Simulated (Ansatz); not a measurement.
```yaml
atoms:
  - { symbol: B, position_ang: [-0.1907, 1.5812, -0.0771] }
  - { symbol: Cl, position_ang: [0.8657, 2.5881, -1.0771] }
  - { symbol: Cl, position_ang: [-1.4736, 2.3936, 0.8305] }
  - { symbol: N, position_ang: [-0.0175, 0.1881, -0.0068] }
  - { symbol: Si, position_ang: [-1.1222, -0.7589, 1.0258] }
  - { symbol: Si, position_ang: [1.2977, -0.5581, -0.9540] }
  - { symbol: H, position_ang: [-0.7008, -2.1830, 0.9063] }
  - { symbol: H, position_ang: [-2.5280, -0.6169, 0.5551] }
  - { symbol: H, position_ang: [-1.0092, -0.3261, 2.4463] }
  - { symbol: H, position_ang: [1.2360, -2.0228, -0.6880] }
  - { symbol: H, position_ang: [2.6203, -0.0304, -0.5179] }
  - { symbol: H, position_ang: [1.0992, -0.3098, -2.4090] }
```

Geometry: PBE0-D4/def2-SVP.

All numbers below come from Ansatz 0.2.0, isolated molecule in a Gaussian basis; Kohn-Sham density functional theory, functional PBE0.

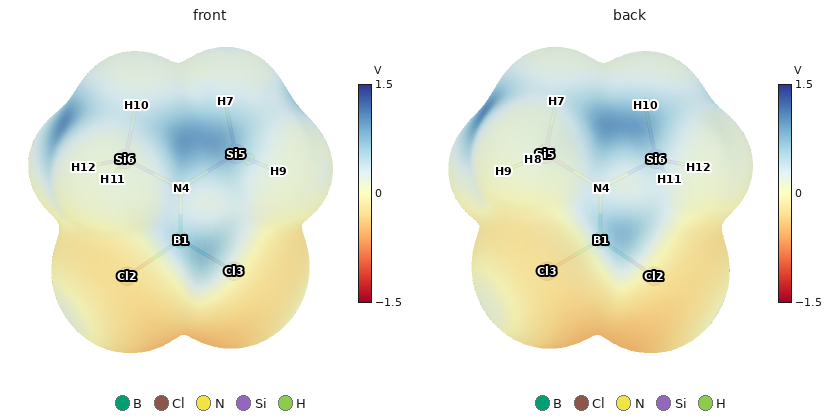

BCl2H6NSi2. The molecular electrostatic potential painted on the density surface at 0.001 e/bohr³, seen from the front and from behind; red is negative and blue positive.

Q: Describe the electrostatic potential map.

A: The most negative region (about −0.5 V, or −12 kcal/mol for a unit charge) lies over Cl2 and Cl3, the most positive (about +1.0 V, or +23 kcal/mol for a unit charge) over Si5 and Si6. Cl2 shows a σ-hole: about +0.2 V at the tip opposite its bond, against about −0.3 V on its flanks. Cl3 shows a σ-hole: about +0.2 V at the tip opposite its bond, against about −0.3 V on its flanks.

Q: How polar is the molecule by this calculation?

A: Its dipole moment is 1.74 D.
